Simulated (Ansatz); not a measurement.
# BSiH2 (quartet): correlated methods under varied settings at scale of all distances = 1.963

Aim: run BSiH2 (quartet) at one geometry under a spread of methods and options, and see what each costs and gives.

Program: Ansatz 0.2.0, Gaussian basis. Level of theory: the settings change from run to run. These are calculated values, not measurements.

12 further runs of the same task are left out: 10 that didn't finish, 2 set aside as unsound or not needed.

## 1. The geometry

The geometry derives from a PBE0/def2-TZVP stationary point (not a proven minimum). All distances are scaled together.

4 atoms, charge 0, spin multiplicity 4.

Atoms are counted from 1 here; the program's logs count them from 0.

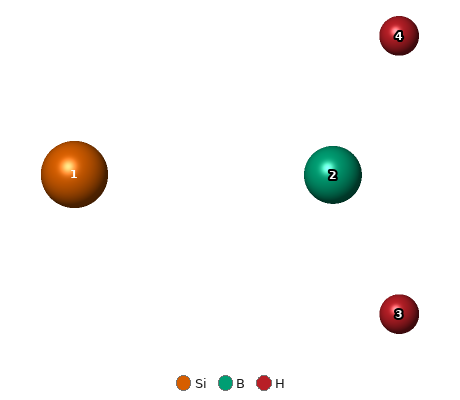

The structure; silicon orange, boron teal, hydrogen red; atoms are numbered from 1 in the order of the file.

Geometry (Å):

```xyz
4
BH2Si
Si    0.0000    0.0000    1.2759
B     0.0000    0.0000   -2.6360
H     0.0000   -2.1121   -3.6392
H     0.0000    2.1121   -3.6392
```

## 2. NEVPT4(SD)(3,5)/6-31G*

The input, in.yaml:

```yaml
crystal:
  periodic: [false, false, false]
  atoms:
    - {symbol: Si, position_ang: [0.000000, 0.000000, 1.275884]}
    - {symbol: B, position_ang: [0.000000, 0.000000, -2.635989]}
    - {symbol: H, position_ang: [0.000000, -2.112098, -3.639182]}
    - {symbol: H, position_ang: [0.000000, 2.112098, -3.639182]}
basis:
  gaussian: {orbitals: "6-31G*", point_charges: [{charge: 0.50, position_ang: [3.775, 0.299, 0.927]}]}
magnetization: {spin_polarized: false, initial_magnetization: 3}
correlation: {method: fic_nevpt4_sd, electrons: outside_noble_gas, active_space: {window: {electrons: 3, orbitals: 5}}}
accuracy: high
```

Run with:

```console
$ ansatz run in.yaml --threads 1 --pin off --events-out ev --progress --plain --max-ram 2393MiB
```

The program printed:

```text
Functional definition: HF
  name "HF"
  cite "Fock, Z. Phys. 61, 126 (1930) doi:10.1007/BF01340294"
  parent pbe
  exchange = exact_x
  correlation = 0
674 factors; integrals over basis functions are off by at most 4.2e-9 eV
mean field evaluation 1: about -8551.0155 eV, gradient 1.0e1 eV
mean field evaluation 2: about -8551.0242 eV, gradient 1.0e1 eV
mean field evaluation 4: about -8552.3275 eV, gradient 1.1e0 eV
mean field evaluation 8: about -8552.3542 eV, gradient 3.8e-1 eV
mean field evaluation 16: about -8553.1114 eV, gradient 6.4e-1 eV
mean field evaluation 32: about -8553.1451 eV, gradient 1.7e-8 eV
mean field evaluation 64: about -8553.1428 eV, gradient 3.3e-1 eV
mean field evaluation 96: about -8553.1428 eV, gradient 9.0e-2 eV
mean field evaluation 128: about -8552.3472 eV, gradient 1.3e0 eV
mean field evaluation 160: about -8552.3481 eV, gradient 3.4e-1 eV
mean field evaluation 192: about -8552.3483 eV, gradient 7.9e-4 eV
mean field evaluation 224: about -8553.1401 eV, gradient 3.3e-2 eV
mean field -8553.14512755 eV, -314.3222859076 hartree, gradient 1.7e-8 eV, S^2 3.750000; 14 other end points of the search recorded, 0 dependent functions left out
reference -8553.14512755 eV, -314.3222859076 hartree; 12, 9 occupied and 26, 29 virtual orbitals, 674 factors
state -8553.21666210 eV, -314.3249147535 hartree
state -8553.21666210 eV, -314.3249147535 hartree; corrected -8557.65123760 eV, -314.4878823974 hartree
state -8553.21182217 eV, -314.3247368894 hartree
state -8553.21182217 eV, -314.3247368894 hartree; corrected -8557.65078028 eV, -314.4878655911 hartree
state -8553.21666210 eV, -314.3249147535 hartree; corrected -8557.65123760 eV, -314.4878823974 hartree
Total energy: -8557.65123760 eV, -314.4878823974 hartree
```

Run time: 4.1 s. Hardware: 1 thread of Arm Neoverse V2, shared host.

From the report: 10 determinants; active occupations 1.00, 1.00, 1.00, 0.00, 0.00.

## 3. NEVPT2(3,6)/6-31G

The input, in.yaml:

```yaml
crystal:
  periodic: [false, false, false]
  atoms:
    - {symbol: Si, position_ang: [0.000000, 0.000000, 1.275884]}
    - {symbol: B, position_ang: [0.000000, 0.000000, -2.635989]}
    - {symbol: H, position_ang: [0.000000, -2.112098, -3.639182]}
    - {symbol: H, position_ang: [0.000000, 2.112098, -3.639182]}
basis:
  gaussian: {orbitals: 6-31G}
magnetization: {spin_polarized: false, initial_magnetization: 3}
correlation: {method: sc_nevpt2, electrons: outside_noble_gas, active_space: {window: {electrons: 3, orbitals: 6}, states: [{multiplicity: 4, weights: [1, 1, 1, 1]}]}}
accuracy: high
```

Same command.

The program printed, cut to the lines that bear on the results:

```text
Functional definition: HF
  name "HF"
  cite "Fock, Z. Phys. 61, 126 (1930) doi:10.1007/BF01340294"
  parent pbe
[...]
557 factors; integrals over basis functions are off by at most 3.0e-9 eV
[...]
mean field -8553.05171192 eV, -314.3188529464 hartree, gradient 2.0e-8 eV, S^2 3.750000; 24 other end points of the search recorded, 0 dependent functions left out
reference -8552.31623547 eV, -314.2918246855 hartree; 12, 9 occupied and 14, 17 virtual orbitals, 557 factors
state -8552.95423568 eV, -314.3152707605 hartree
state -8552.92886837 eV, -314.3143385293 hartree
state -8552.89307049 eV, -314.3130229812 hartree
state -8548.42676653 eV, -314.1488893381 hartree
state -8552.95423568 eV, -314.3152707605 hartree; corrected -8554.85587925 eV, -314.3851548728 hartree
state -8552.92886837 eV, -314.3143385293 hartree; corrected -8554.78486154 eV, -314.3825450203 hartree
state -8552.89307049 eV, -314.3130229812 hartree; corrected -8554.81378432 eV, -314.3836079127 hartree
[...]
state -8551.46196645 eV, -314.2604308778 hartree; corrected -8552.79850024 eV, -314.3095475888 hartree
state -8551.03284895 eV, -314.2446611006 hartree; corrected -8552.42027923 eV, -314.2956482230 hartree
state -8548.83583265 eV, -314.1639222410 hartree; corrected -8559.06484411 eV, -314.5398314787 hartree
state -8552.19008365 eV, -314.2871886916 hartree; corrected -8554.86289160 eV, -314.3854125721 hartree
state -8552.17070529 eV, -314.2864765500 hartree; corrected -8554.84209454 eV, -314.3846482939 hartree
state -8552.13821598 eV, -314.2852825896 hartree; corrected -8554.80576512 eV, -314.3833132125 hartree
state -8549.58405349 eV, -314.1914188496 hartree; corrected -8552.56535745 eV, -314.3009797494 hartree
WARN: the results are in doubt because another end's mean lies 0.280 eV lower, and its corrected mean 0.200 eV higher
WARN: the results are in doubt because another end's total lies 0.126 eV lower but overshoots; more orbitals belong in the active space
Total energy: -8554.26902718 eV, -314.3635884570 hartree
In doubt: another end's mean lies 0.280 eV lower, and its corrected mean 0.200 eV higher
In doubt: another end's total lies 0.126 eV lower but overshoots; more orbitals belong in the active space
```

It took 3.7 s on 1 thread of Arm Neoverse V2, shared host.

From the report: 6 determinants; active occupations (of the averaged states) 0.81, 0.75, 0.69, 0.51, 0.24, 0.00. The program marks this result as in doubt; its last lines say why.

## 4. CASCI(5,7)/6-31G

Changes to in.yaml since step 3:

```diff
@@ -10,3 +10,3 @@
 magnetization: {spin_polarized: false, initial_magnetization: 3}
-correlation: {method: sc_nevpt2, electrons: outside_noble_gas, active_space: {window: {electrons: 3, orbitals: 6}, states: [{multiplicity: 4, weights: [1, 1, 1, 1]}]}}
-accuracy: high
+hamiltonian: {pseudopotentials: {relativity: none}}
+correlation: {active_space: {window: {electrons: 5, orbitals: 7}, fixed_orbitals: true, states: [{multiplicity: 4, weights: [1, 1, 1, 1]}, {multiplicity: 6, weights: [1]}]}}
```

Launched as before.

The program printed, cut to the lines that bear on the results:

```text
Functional definition: HF
  name "HF"
  cite "Fock, Z. Phys. 61, 126 (1930) doi:10.1007/BF01340294"
  parent pbe
[...]
543 factors; integrals over basis functions are off by at most 1.0e-7 eV
[...]
mean field -8553.05171192 eV, -314.3188529463 hartree, gradient 8.2e-9 eV, S^2 3.750000; 24 other end points of the search recorded, 0 dependent functions left out
reference -8553.05171192 eV, -314.3188529463 hartree; 12, 9 occupied and 14, 17 virtual orbitals, 543 factors
state -8553.17383179 eV, -314.3233407687 hartree
state -8552.80788306 eV, -314.3098924010 hartree
state -8552.78958433 eV, -314.3092199352 hartree
state -8551.86698478 eV, -314.2753150270 hartree
state -8551.74349053 eV, -314.2707766969 hartree
Total energy: -8552.47635490 eV, -314.2977089658 hartree
```

It took 0.93 s on 1 thread of Arm Neoverse V2, shared host.

From the report: 130 determinants; active occupations (of the averaged states) 1.59, 0.97, 0.80, 0.80, 0.40, 0.40, 0.04.

## 5. CCSDT(Q)/B on UHF/STO-3G

The input, in.yaml:

```yaml
crystal:
  periodic: [false, false, false]
  atoms:
    - {symbol: Si, position_ang: [0.000000, 0.000000, 1.275884]}
    - {symbol: B, position_ang: [0.000000, 0.000000, -2.635989]}
    - {symbol: H, position_ang: [0.000000, -2.112098, -3.639182]}
    - {symbol: H, position_ang: [0.000000, 2.112098, -3.639182]}
basis:
  gaussian: {orbitals: STO-3G}
magnetization: {spin_polarized: true, initial_magnetization: 3}
correlation: {method: ccsdt_q_b, electrons: outside_noble_gas}
accuracy: high
```

The command is unchanged.

The program printed, cut to the lines that bear on the results:

```text
Functional definition: HF
  name "HF"
  cite "Fock, Z. Phys. 61, 126 (1930) doi:10.1007/BF01340294"
  parent pbe
[...]
238 factors; integrals over basis functions are off by at most 2.3e-8 eV
[...]
mean field -8450.87763434 eV, -310.5640248516 hartree, gradient 1.3e-8 eV, S^2 4.624491; 71 other end points of the search recorded, 0 dependent functions left out
determinant -8450.87763434 eV, -310.5640248516 hartree, with singles and doubles -8452.55028116 eV, -310.6254934881 hartree
determinant -8450.87209555 eV, -310.5638213047 hartree, with singles and doubles -8452.54461105 eV, -310.6252851155 hartree
determinant -8450.86099108 eV, -310.5634132230 hartree, with singles and doubles -8452.51869822 eV, -310.6243328366 hartree
determinant -8450.75225028 eV, -310.5594170721 hartree, with singles and doubles -8452.25471986 eV, -310.6146318108 hartree
[...]
determinant -8450.75225028 eV, -310.5594170721 hartree, with singles and doubles -8452.67516517 eV, -310.6300828908 hartree
determinant -8450.71343792 eV, -310.5579907442 hartree, with singles and doubles -8452.68061370 eV, -310.6302831207 hartree
determinant -8450.71244060 eV, -310.5579540934 hartree, with singles and doubles -8452.67684344 eV, -310.6301445661 hartree
6 core orbitals not correlated: weight in the atoms' cores, before any rotation towards them, 1.000 or more for the frozen orbitals, at most 0.000 for the correlated occupied ones
reference -8450.87763434 eV, -310.5640248516 hartree; 6, 3 occupied and 4, 7 virtual orbitals, 238 factors
second order -0.68681085 eV of doubles, -0.00000000 eV of singles
cycle   1  -1.05613716 eV  change   -3.7e-1 eV  update   7.6e-2
[...]
cycle  88  -2.03168365 eV  change  -2.6e-10 eV  update   1.0e-9
perturbative correction -0.00045532 eV, -0.0000167327 hartree
Total energy: -8452.90977331 eV, -310.6387045812 hartree
```

It took 4.8 s on 1 thread of Arm Neoverse V2, shared host.

From the report: ⟨S²⟩ of the determinant 4.624 (pure quartet: 3.75); correlation -2.0321 eV; T1 0.078; largest double amplitude 0.33. The determinant is far from a pure spin state, so its energy mixes those of several spin states (harmless only where they are near-degenerate, as at dissociation).

## 6. CCSDT(Q)/B/6-31G

Changes to in.yaml since step 5:

```diff
@@ -8,5 +8,6 @@
 basis:
-  gaussian: {orbitals: STO-3G}
+  gaussian: {orbitals: 6-31G}
 magnetization: {spin_polarized: true, initial_magnetization: 3}
+hamiltonian: {xc: {name: B3LYP}, pseudopotentials: {relativity: scalar}}
 correlation: {method: ccsdt_q_b, electrons: outside_noble_gas}
-accuracy: high
+scf: {omitted_lower_state_checks: [cluster_reference]}
```

Same command.

The program printed, cut to the lines that bear on the results:

```text
Functional definition: B3LYP
  name "B3LYP"
  cite "Stephens, Devlin, Chabalowski & Frisch, J. Phys. Chem. 98, 11623 (1994) doi:10.1021/j100096a001"
  cite "Becke, Phys. Rev. A 38, 3098 (1988) doi:10.1103/PhysRevA.38.3098"
  cite "Lee, Yang & Parr, Phys. Rev. B 37, 785 (1988) doi:10.1103/PhysRevB.37.785"
  cite "Vosko, Wilk & Nusair, Can. J. Phys. 58, 1200 (1980) doi:10.1139/p80-159"
[...]
543 factors; integrals over basis functions are off by at most 1.0e-7 eV
[...]
mean field -8588.75532956 eV, -315.6309366939 hartree, gradient 4.6e-9 eV, S^2 3.959850; 15 other end points of the search recorded, 0 dependent functions left out
6 core orbitals not correlated: weight in the atoms' cores, before any rotation towards them, 1.000 or more for the frozen orbitals, at most 0.000 for the correlated occupied ones
reference -8568.22346187 eV, -314.8764044734 hartree; 6, 3 occupied and 14, 17 virtual orbitals, 543 factors
second order -1.76997240 eV of doubles, -0.35761586 eV of singles
cycle   1  -2.69564143 eV  change   -5.6e-1 eV  update   9.8e-2
[...]
cycle  43  -3.47987684 eV  change    5.1e-7 eV  update   8.4e-7
perturbative correction -0.00471133 eV, -0.0001731381 hartree
Total energy: -8571.70805004 eV, -315.0044607266 hartree
Relativity: scalar
Checks for a lower state left out: cluster_reference
```

Wall time 10 s (1 thread of Arm Neoverse V2, shared host).

From the report: ⟨S²⟩ of the determinant 3.960 (pure quartet: 3.75); correlation -3.4846 eV; T1 0.032; largest double amplitude 0.20. The orbitals are Kohn-Sham ones, so correlation energy and T1 don't compare with those on Hartree-Fock orbitals.

## 7. BCCD(T) on UHF/def2-mTZVP

The input, in.yaml:

```yaml
crystal:
  periodic: [false, false, false]
  atoms:
    - {symbol: Si, position_ang: [0.000000, 0.000000, 1.275884]}
    - {symbol: B, position_ang: [0.000000, 0.000000, -2.635989]}
    - {symbol: H, position_ang: [0.000000, -2.112098, -3.639182]}
    - {symbol: H, position_ang: [0.000000, 2.112098, -3.639182]}
basis:
  gaussian: {orbitals: def2-mTZVP}
magnetization: {spin_polarized: true, initial_magnetization: 3}
hamiltonian: {pseudopotentials: {relativity: none}}
correlation: {method: bccd_t, electrons: valence}
accuracy: high
output: {forces: true}
```

The command is unchanged.

The program printed, cut to the lines that bear on the results:

```text
Functional definition: HF
  name "HF"
  cite "Fock, Z. Phys. 61, 126 (1930) doi:10.1007/BF01340294"
  parent pbe
[...]
832 factors; integrals over basis functions are off by at most 6.2e-9 eV
[...]
mean field -8555.00497498 eV, -314.3906340400 hartree, gradient 2.3e-8 eV, S^2 4.507246; 54 other end points of the search recorded, 0 dependent functions left out
determinant -8555.00497498 eV, -314.3906340400 hartree, with singles and doubles -8558.52558683 eV, -314.5200141388 hartree
determinant -8554.99368843 eV, -314.3902192670 hartree, with singles and doubles -8558.55728609 eV, -314.5211790655 hartree
determinant -8554.97669744 eV, -314.3895948593 hartree, with singles and doubles -8558.54171280 eV, -314.5206067576 hartree
determinant -8554.93358763 eV, -314.3880106030 hartree, with singles and doubles -8558.23759418 eV, -314.5094306042 hartree
[...]
6 core orbitals not correlated: weight in the atoms' cores, before any rotation towards them, 1.000 or more for the frozen orbitals, at most 0.000 for the correlated occupied ones
reference -8554.99368843 eV, -314.3902192670 hartree; 6, 3 occupied and 35, 38 virtual orbitals, 832 factors
second order -2.19132040 eV of doubles, -0.00000000 eV of singles
cycle   1  -3.74446828 eV  change   -9.0e-2 eV  update   5.2e-2
[...]
cycle  64  -3.60007233 eV  change  -3.3e-10 eV  update  9.8e-10
perturbative correction -0.16958734 eV, -0.0062322198 hartree
[...]
Total energy: -8558.76334810 eV, -314.5287517047 hartree
Atom 0 at     0.000000     0.000000     1.275884 Å, force    -0.000000     0.000000    -0.003554 eV/Å
Atom 1 at     0.000000     0.000000    -2.635989 Å, force     0.000000    -0.000000    -1.005457 eV/Å
Atom 2 at     0.000000    -2.112098    -3.639182 Å, force    -0.000000     0.945412     0.504505 eV/Å
Atom 3 at     0.000000     2.112098    -3.639182 Å, force     0.000000    -0.945412     0.504505 eV/Å
Dipole moment:     0.000000     0.000000     0.197028 e Å
```

Run time: 43 s. Hardware: 1 thread of Arm Neoverse V2, shared host.

From the report: ⟨S²⟩ of the determinant 4.462 (pure quartet: 3.75); correlation -3.7697 eV; largest double amplitude 0.16. The determinant is far from a pure spin state, so its energy mixes those of several spin states (harmless only where they are near-degenerate, as at dissociation).

## 8. The runs in one table

 † marks a result that the program doubts.

```csv
level,correlated,functions,energy (eV),time
"NEVPT4(SD)(3,5)/6-31G* (beside a point charge)",outside noble gas,38,-8557.6512,4.1 s
"NEVPT2(3,6)/6-31G (mean of several states) †",outside noble gas,26,-8554.2690,3.7 s
"CASCI(5,7)/6-31G (mean of several states)",,26,-8552.4764,0.93 s
CCSDT(Q)/B on UHF/STO-3G,outside noble gas,16,-8452.9098,4.8 s
"CCSDT(Q)/B/6-31G (on B3LYP orbitals, relativity set)",outside noble gas,26,-8571.7081,10 s
BCCD(T) on UHF/def2-mTZVP,valence,47,-8558.7633,43 s
```

## 9. Outcome

```
quantity                                              value
    runs                                                  6
quickest  CASCI(5,7)/6-31G (mean of several states), 0.93 s
 slowest                    BCCD(T) on UHF/def2-mTZVP, 43 s
```

**Reading.** Total energies in different bases, with other cores or another treatment of relativity can't be set against each other. BCCD(T) on UHF/def2-mTZVP took 46 times as long as CASCI(5,7)/6-31G (mean of several states); the jobs differ in more than the method.
